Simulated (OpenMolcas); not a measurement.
# AlNH3O (SMILES [NH2][Al][OH]), step by step

Aim: the energy (ROHF/ANO-R0), then the energy (CASSCF(3,3)/ANO-R1), then an energy scan (CASPT2(3,3)/ANO-R1), then an energy scan (SC-NEVPT2(3,3)/ANO-R1), then an energy scan (MC-PDFT[tPBE](3,3)/ANO-R1) of AlNH3O. 

The calculation is run with OpenMolcas 26.06.

## 1. Starting point

The species is AlNH3O (6 atoms), meant as a doublet with charge 0. SMILES: `[NH2][Al][OH]`. The shape is that of a PBE0-D4/def2-TZVP optimisation. This is one conformer, not always the lowest.

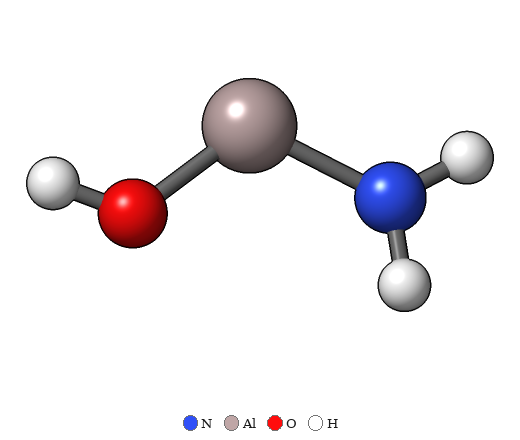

Viewed from a chosen angle; nitrogen blue, aluminium light grey, oxygen red, hydrogen white.

## 2. The energy at ROHF/ANO-R0 (sfX2C) (run 1)

File coord.xyz:

```xyz
6

N     -0.923900     0.240200    -0.760800
Al     0.595200     0.601300     0.070700
O      1.194100    -0.618500     1.101200
H     -1.434300    -0.623600    -0.657200
H     -1.394700     0.861600    -1.396800
H      2.005700    -0.525100     1.596800
```

File step1.inp:

```
&GATEWAY
 Coord=coord.xyz
 Basis=ANO-R0
 Group=NoSym

&SEWARD

&SCF
 UHF
 Spin=2
 PrOrbitals=0

&RASSCF
 FileOrb=$Project.UnaOrb
 Spin=2
 Nactel=1 0 0
 Inactive=15
 Ras2=1
 OutOrbitals=Canonical
 OrbListing=Nothing
```

Run with:

```sh
$ export MOLCAS_MEM=1860
$ pymolcas step1.inp > step1.log
```

What it wrote:

```text
--- Start Module: gateway ---
[...]
--- Stop Module: gateway /rc=_RC_ALL_IS_WELL_ ---
[...]
      Basis functions           22
[...]
--- Start Module: scf ---
[...]
       Convergence after  17 Iterations
[...]
::    Total SCF energy                               -373.0562281848
[...]
      Total spin, S                                     0.5050922769
[...]
--- Stop Module: scf /rc=_RC_ALL_IS_WELL_ ---
[...]
--- Start Module: rasscf ---
[...]
      Number of active orbitals                  1
[...]
      Spin quantum number                      0.5
[...]
      Active orbitals                            1
[...]
      Number of CSFs                             1
[...]
      Number of root(s) required                 1
[...]
      Convergence after 11 iterations
[...]
      printout of CI-coefficients larger than  0.05 for root  1
      energy=    -373.054780
      conf/sym  1     Coeff  Weight
             1  u   1.00000 1.00000
      Natural orbitals and occupation numbers for root  1
      sym 1:   1.000000
      ************************************************************************************************************************
      *                                                    Final results                                                     *
[...]
::    RASSCF root number  1 Total energy:   -373.05478018
[...]
      Total electronic charge=   31.000000
      Total            charge=   -0.000000
[...]
      Dipole Moment (debye):
      Origin of the operator (angstrom)=    0.3565    0.1567    0.1401
                   X=  4.2542E-01               Y=  4.7637E-01               Z=  3.9230E-02           Total=  6.3988E-01
      Quadrupole Moment (debye*angstrom):
[...]
--- Stop Module: rasscf /rc=_RC_ALL_IS_WELL_ ---
[...]
```

Wall time 4.8 s (1 thread of Intel Xeon Platinum 8259CL at 2.50GHz (Skylake/Cascade Lake), shared host); peak memory 0.38 GiB.

## 3. A single-point energy at CASSCF(3,3)/ANO-R1 (sfX2C) (run 2)

coord.xyz is that of step 2.

File step2.inp:

```
* AlH3NO CASSCF
>>> EXPORT MOLCAS_PRINT=2

&GATEWAY
  Coord
  coord.xyz
  Basis
  ANO-R0
  Group
  NoSym

&SEWARD

&RASSCF
  FileOrb
  $CurrDir/step1.RasOrb
  Alter
  2
  1 11 15
  1 17 20
  Spin
  2
  Nactel
  3 0 0
  Inactive
  14
  Ras2
  3
  OrbListing
  Nothing
>>> COPY $Project.RunFile RUNFIL1
>>> COPY $Project.RasOrb INPORB

&GATEWAY
  Coord
  coord.xyz
  Basis
  ANO-R1
  Group
  NoSym

&SEWARD
>>> COPY $Project.RunFile RUNFIL2

&EXPBAS

&RASSCF
  FileOrb
  $Project.ExpOrb
  Spin
  2
  Nactel
  3 0 0
  Inactive
  14
  Ras2
  3
  OrbListing
  Nothing
  OrbAppear
  Compact
```

Run with:

```sh
$ export MOLCAS_MEM=1860
$ pymolcas step2.inp > step2.log
```

What it wrote:

```text
[...]
      Basis functions           22
[...]
      Number of active orbitals                  3
[...]
      Spin quantum number                      0.5
[...]
      Active orbitals                            3
[...]
      Number of CSFs                             8
[...]
      Number of root(s) required                 1
[...]
      Convergence after 17 iterations
[...]
      printout of CI-coefficients larger than  0.05 for root  1
      energy=    -373.068610
      conf/sym  111     Coeff  Weight
             1  2u0   0.99494 0.98990
             8  0u2   0.09901 0.00980
      Natural orbitals and occupation numbers for root  1
      sym 1:   1.980100   0.999768   0.020132
      ************************************************************************************************************************
      *                                                    Final results                                                     *
[...]
::    RASSCF root number  1 Total energy:   -373.06860997
[...]
      Basis functions           61
[...]
      Convergence after 17 iterations
[...]
      Natural orbitals and occupation numbers for root  1
      sym 1:   1.983696   0.999906   0.016398
      ************************************************************************************************************************
      *                                                    Final results                                                     *
[...]
::    RASSCF root number  1 Total energy:   -373.59523614
[...]
      Total electronic charge=   31.000000
      Total            charge=   -0.000000
[...]
      Dipole Moment (debye):
      Origin of the operator (angstrom)=    0.3565    0.1567    0.1401
                   X=  5.1495E-01               Y=  1.3935E+00               Z= -3.7389E-01           Total=  1.5319E+00
      Quadrupole Moment (debye*angstrom):
[...]
```

It took 15 s on 1 thread of Intel Xeon Platinum 8259CL at 2.50GHz (Skylake/Cascade Lake), shared host; peak memory 0.41 GiB.

## 4. An energy scan at CASPT2(3,3)/ANO-R1 (sfX2C, ipea shift 0.25 Eh, pt2 variant SS) (run 3)

File step3.input:

```
>>> COPY $CurrDir/step2.RasOrb $Project.RasOrb
>>> ForEach K in (1, 2, 3, 4, 5, 6, 7, 8, 9)

&GATEWAY
 COORD=$CurrDir/point$K.xyz
 BASIS=ANO-R1
 GROUP=NoSym

&SEWARD

&RASSCF
 FILEORB=$Project.RasOrb
 SPIN=2
 NACTEL=3 0 0
 INACTIVE=14
 RAS2=3
 ORBLISTING=Nothing
 ORBAPPEAR=Compact

&CASPT2
 IMAGINARY=0.2
 FROZEN=7
>>> EndDo
```

Run with:

```sh
$ export MOLCAS_MEM=1860
$ pymolcas step3.input > step3.log
```

What it wrote:

```text
[...]
      Basis functions           61
[...]
      Number of active orbitals                  3
[...]
      Spin quantum number                      0.5
[...]
      Active orbitals                            3
[...]
      Number of CSFs                             8
[...]
      Number of root(s) required                 1
[...]
      Convergence after 12 iterations
[...]
      printout of CI-coefficients larger than  0.05 for root  1
      energy=    -373.582767
      conf/sym  111     Coeff  Weight
             1  2u0   0.99719 0.99439
             8  0u2   0.07439 0.00553
      Natural orbitals and occupation numbers for root  1
      sym 1:   1.988848   0.999940   0.011212
      ************************************************************************************************************************
      *                                                    Final results                                                     *
[...]
::    RASSCF root number  1 Total energy:   -373.58276739
[...]
::    CASPT2 Root  1     Total energy:   -373.97473683
[...]
      Convergence after 11 iterations
[...]
      Natural orbitals and occupation numbers for root  1
      sym 1:   1.983676   0.999906   0.016418
      ************************************************************************************************************************
      *                                                    Final results                                                     *
[...]
      Convergence after 14 iterations
[...]
      Convergence after 13 iterations
[...]
      Convergence after 16 iterations
[...]
::    RASSCF root number  1 Total energy:   -373.43762104
[...]
::    CASPT2 Root  1     Total energy:   -373.81658082
[...]
      Convergence after 11 iterations
[...]
::    RASSCF root number  1 Total energy:   -373.43789284
[...]
::    CASPT2 Root  1     Total energy:   -373.81536671
[...]
```

Wall time 89 s (1 thread of Intel Xeon Platinum 8259CL at 2.50GHz (Skylake/Cascade Lake), shared host); peak memory 0.41 GiB.

The scan, from its lowest point:

```csv
H4–N1 (Å),energy (kJ/mol)
0.908,32.2
1.009,0.0
1.110,16.9
1.261,84.3
1.463,196.1
1.715,319.0
2.017,412.3
2.421,447.4
3.026,450.6
```

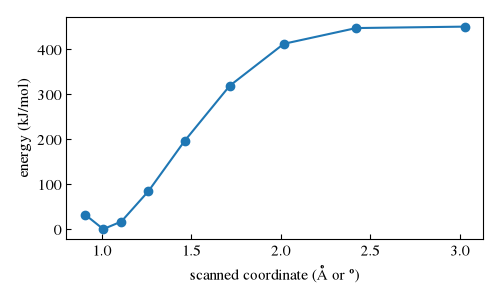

Energy along the scan.

## 5. An energy scan at SC-NEVPT2(3,3)/ANO-R1 (sfX2C, pt2 variant SC-NEVPT2) (run 4)

File step4.input:

```
>>> COPY $CurrDir/step2.RasOrb $Project.RasOrb
>>> ForEach K in (1, 2, 3, 4, 5, 6, 7, 8, 9)

&GATEWAY
  Coord=$CurrDir/point$K.xyz
  Basis=ANO-R1
  Group=NoSym

&SEWARD

&RASSCF
  FileOrb=$Project.RasOrb
  Spin=2
  Nactel=3 0 0
  Inactive=14
  Ras2=3
  OrbListing=Nothing
  OrbAppear=Compact

&CASPT2
  SC-NEVPT2
  Frozen=7
>>> EndDo
```

Run with:

```sh
$ export MOLCAS_MEM=1860
$ pymolcas step4.input > step4.log
```

What it wrote:

```text
[...]
      Basis functions           61
[...]
      Number of active orbitals                  3
[...]
      Spin quantum number                      0.5
[...]
      Active orbitals                            3
[...]
      Number of CSFs                             8
[...]
      Number of root(s) required                 1
[...]
      Convergence after 12 iterations
[...]
      printout of CI-coefficients larger than  0.05 for root  1
      energy=    -373.582767
      conf/sym  111     Coeff  Weight
             1  2u0   0.99719 0.99439
             8  0u2   0.07439 0.00553
      Natural orbitals and occupation numbers for root  1
      sym 1:   1.988848   0.999940   0.011212
      ************************************************************************************************************************
      *                                                    Final results                                                     *
[...]
::    RASSCF root number  1 Total energy:   -373.58276739
[...]
::    SC-NEVPT2 Root  1     Total energy:   -373.97198863
[...]
      Convergence after 11 iterations
[...]
      Natural orbitals and occupation numbers for root  1
      sym 1:   1.983676   0.999906   0.016418
      ************************************************************************************************************************
      *                                                    Final results                                                     *
[...]
      Convergence after 14 iterations
[...]
      Convergence after 13 iterations
[...]
      Convergence after 16 iterations
[...]
::    RASSCF root number  1 Total energy:   -373.43762104
[...]
::    SC-NEVPT2 Root  1     Total energy:   -373.81462251
[...]
      Convergence after 11 iterations
[...]
::    RASSCF root number  1 Total energy:   -373.43789284
[...]
::    SC-NEVPT2 Root  1     Total energy:   -373.81360911
[...]
```

Run time: 91 s. Hardware: 1 thread of Intel Xeon Platinum 8259CL at 2.50GHz (Skylake/Cascade Lake), shared host; peak memory 0.41 GiB.

The scan, from its lowest point:

```csv
H4–N1 (Å),energy (kJ/mol)
0.908,34.2
1.009,0.0
1.110,15.1
1.261,80.9
1.463,192.4
1.715,317.5
2.017,413.6
2.421,447.4
3.026,450.0
```

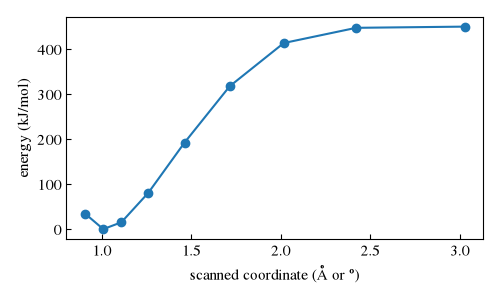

Energy along the scan.

## 6. The energy along one coordinate at MC-PDFT[tPBE](3,3)/ANO-R1 (sfX2C) (run 5)

File step5.inp:

```
>>> COPY $CurrDir/step2.RasOrb $Project.RasOrb
>>> ForEach K in (1, 2, 3, 4, 5, 6, 7, 8, 9)

&GATEWAY
 COORD
 $CurrDir/point$K.xyz
 BASIS
 ANO-R1
 GROUP
 NoSym

&SEWARD

&RASSCF
 FILEORB
 $Project.RasOrb
 SPIN
 2
 NACTEL
 3 0 0
 INACTIVE
 14
 RAS2
 3
 ORBLISTING
 Nothing
 ORBAPPEAR
 Compact

&MCPDFT
 KSDFT
 T:PBE
>>> EndDo
```

Run with:

```sh
$ export MOLCAS_MEM=1860
$ pymolcas step5.inp > step5.log
```

What it wrote:

```text
[...]
      Basis functions           61
[...]
      Number of active orbitals                  3
[...]
      Spin quantum number                      0.5
[...]
      Active orbitals                            3
[...]
      Number of CSFs                             8
[...]
      Number of root(s) required                 1
[...]
      Convergence after 12 iterations
[...]
      printout of CI-coefficients larger than  0.05 for root  1
      energy=    -373.582767
      conf/sym  111     Coeff  Weight
             1  2u0   0.99719 0.99439
             8  0u2   0.07439 0.00553
      Natural orbitals and occupation numbers for root  1
      sym 1:   1.988848   0.999940   0.011212
      ************************************************************************************************************************
      *                                                    Final results                                                     *
[...]
::    RASSCF root number  1 Total energy:   -373.58276739
[...]
::    MCPDFT root number  1 Total energy:   -374.48280414
[...]
      Convergence after 11 iterations
[...]
      Natural orbitals and occupation numbers for root  1
      sym 1:   1.983676   0.999906   0.016418
      ************************************************************************************************************************
      *                                                    Final results                                                     *
[...]
      Convergence after 14 iterations
[...]
      Convergence after 13 iterations
[...]
      Convergence after 16 iterations
[...]
::    RASSCF root number  1 Total energy:   -373.43762104
[...]
::    MCPDFT root number  1 Total energy:   -374.32138619
[...]
      Convergence after 11 iterations
[...]
::    RASSCF root number  1 Total energy:   -373.43789284
[...]
::    MCPDFT root number  1 Total energy:   -374.32084912
[...]
```

It took 95 s on 1 thread of Intel Xeon Platinum 8259CL at 2.50GHz (Skylake/Cascade Lake), shared host; peak memory 0.41 GiB.

The scan, from its lowest point:

```csv
H4–N1 (Å),energy (kJ/mol)
0.908,33.6
1.009,0.0
1.110,14.8
1.261,79.4
1.463,189.6
1.715,316.1
2.017,418.8
2.421,457.4
3.026,458.8
```

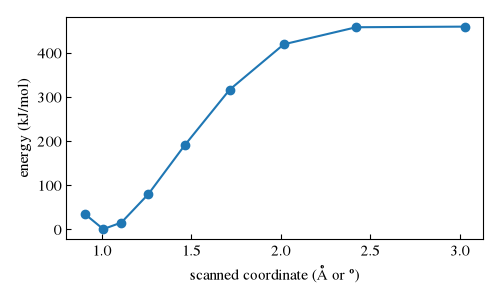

Energy along the scan.

## 7. Outcome

| quantity | value |
| --- | --- |
| run 1, ROHF/ANO-R0: total energy | -373.05478 Eh |
| run 1, ROHF/ANO-R0: dipole moment | 0.64 D |
| run 2, CASSCF(3,3)/ANO-R1: total energy | -373.59524 Eh |
| run 2, CASSCF(3,3)/ANO-R1: dipole moment (CASSCF density) | 1.53 D |
| run 3, CASPT2(3,3)/ANO-R1: lowest energy of the scan | -373.98699 Eh |
| run 4, SC-NEVPT2(3,3)/ANO-R1: lowest energy of the scan | -373.98501 Eh |
| run 5, MC-PDFT[tPBE](3,3)/ANO-R1: lowest energy of the scan | -374.49562 Eh |

What this shows: Mulliken charges (run 1, ROHF/ANO-R0) run from -0.79 on N1 to +0.66 on Al2; they depend strongly on the basis. Mulliken charges (run 2, CASSCF(3,3)/ANO-R1) run from -0.86 on N1 to +1.08 on Al2; they depend strongly on the basis. The run (run 3, CASPT2(3,3)/ANO-R1) may have ended on a state above the lowest. The run (run 4, SC-NEVPT2(3,3)/ANO-R1) may have ended on a state above the lowest. The run (run 5, MC-PDFT[tPBE](3,3)/ANO-R1) may have ended on a state above the lowest.
